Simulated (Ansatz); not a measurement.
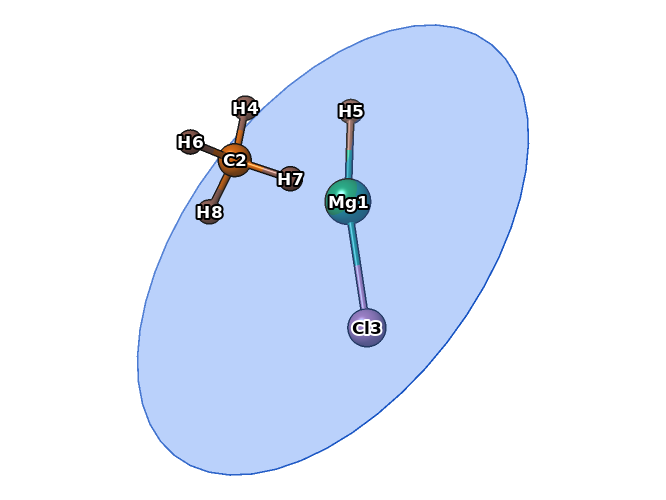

A disc through the centre of mass is drawn in. Depth is shown by fading: the farther an atom, the more it takes the colour of the background. The computed geometry is a stationary point of PBE0-D4/def2-TZVP, a saddle point of order 1.

Question: Is the plane of the disc a mirror plane of the structure?

Answer: No. The point group is Cs, with 1 mirror plane, and this plane isn't one of its mirror planes.
